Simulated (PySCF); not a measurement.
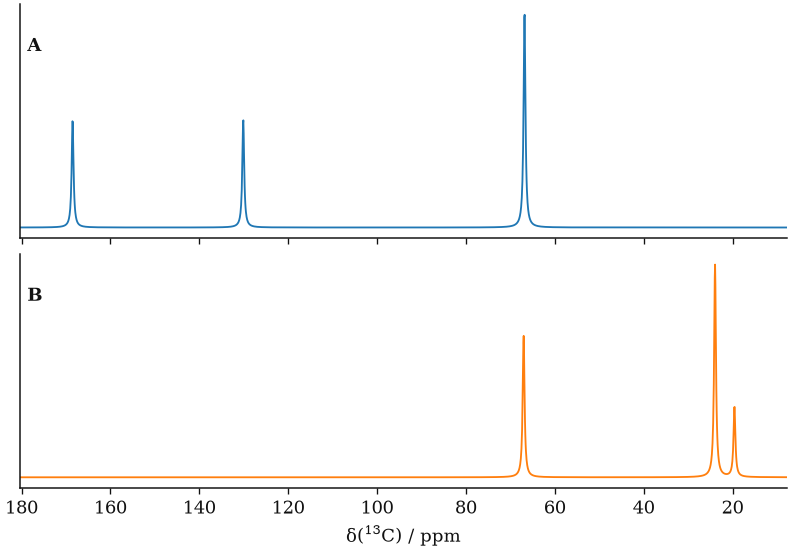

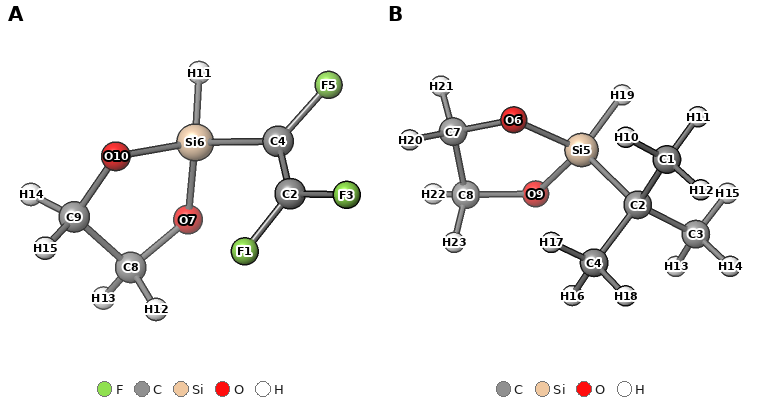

Related molecules: A is C₄H₅F₃O₂Si, SMILES FC(F)=C(F)[SiH]1OCCO1; B is C₆H₁₄O₂Si, SMILES CC(C)(C)[SiH]1OCCO1. GIAO ¹³C shifts against TMS, B97-2/pcSseg-1, PySCF, at a PBE0-D3(BJ)/def2-SVP geometry (no frequency check); fully decoupled, line heights follow the number of nuclei within a panel, widths are arbitrary (no quadrupolar broadening); values of one conformer, averaged over nuclei that symmetry, rotation about single bonds or ring flips exchange, these motions taken as fast; other conformers aren't averaged in.

Assign the ¹³C signals of each molecule.

Answer. A: 168.5 (C2); 130.1 (C4); 66.8 (C8, C9)
B: 67.0 (C7, C8); 23.9 (C1, C3, C4); 19.6 (C2)
